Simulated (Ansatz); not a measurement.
C2H3Cl3Sn (SMILES C=[CH][Sn]([Cl])([Cl])[Cl])

The calculation's input:

```
basis:
  gaussian:
    orbitals: def2-SVPD
crystal:
  periodic: [false, false, false]
  atoms:
    - {symbol: C, position_ang: [0.194646, -1.691170, 0.292381]}
    - {symbol: C, position_ang: [-0.380461, -0.557502, 0.693750]}
    - {symbol: Cl, position_ang: [-1.948831, 2.191848, -1.258116]}
    - {symbol: Cl, position_ang: [1.426362, 0.760077, -2.134779]}
    - {symbol: Cl, position_ang: [0.982146, 2.894376, 0.940225]}
    - {symbol: Sn, position_ang: [-0.018648, 1.237041, -0.361120]}
    - {symbol: H, position_ang: [0.859350, -1.734344, -0.577321]}
    - {symbol: H, position_ang: [0.019216, -2.632883, 0.825379]}
    - {symbol: H, position_ang: [-1.045281, -0.513843, 1.562702]}
hamiltonian:
  xc: {name: PBE0}
output: {forces: true, orbitals: {seedname: orbitals}}
```

Run with:

```sh
ansatz run input.yaml --threads 2 --pin off --max-ram 5220MiB --events-out events.jsonl --progress --plain --runs-dir runs
```

Geometry: PBE0-D4/def2-SVP; core potentials replace the inner electrons of Sn.

Method: isolated molecule in a Gaussian basis; Kohn-Sham density functional theory, functional PBE0 (Ansatz 0.2.0).

What can the converged electron density and electron localisation function tell about the bonding?

C–C (1.33 Å): ρ is about 2.3 e/Å³ halfway; the ELF peaks at about 0.95 between the atoms; a short, multiple covalent bond.
C–Sn (2.11 Å): the density is about 0.74 e/Å³ at the midpoint; the ELF peaks at about 0.90 in the valence shell of C, 0.7 Å from its nucleus, and drops to about 0.20 between the two atoms.
Sn–Cl (2.34 Å): ρ is about 0.56 e/Å³ halfway; the ELF peaks at about 0.80 in the valence shell of Cl, 0.8 Å from its nucleus, and drops to about 0.15 between the two atoms.
C–H (1.09 Å): ρ is about 1.9 e/Å³ halfway; the ELF climbs to about 1 towards the hydrogen, as it does in any bond to H: a covalent bond by its length.

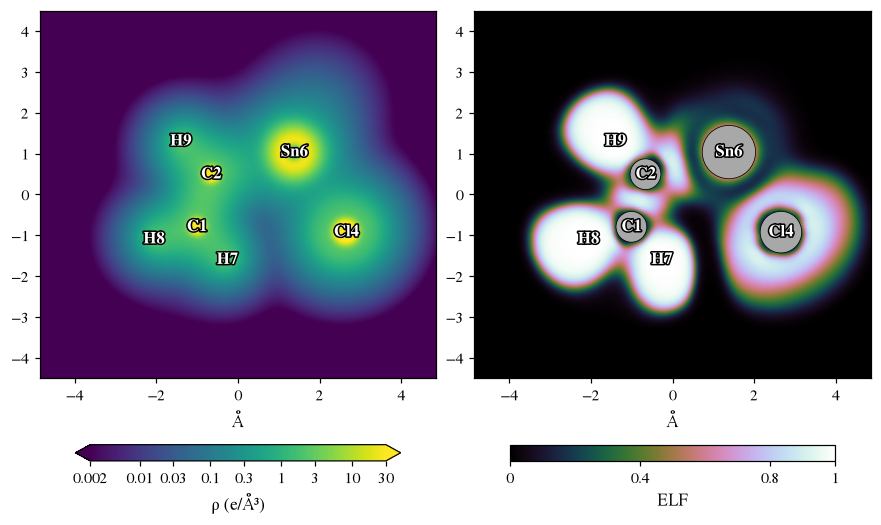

Computed electron density and electron localisation function on the plane of atoms C1, C2 and Sn6, in this order. Grey discs cover the atomic cores in the ELF map. 
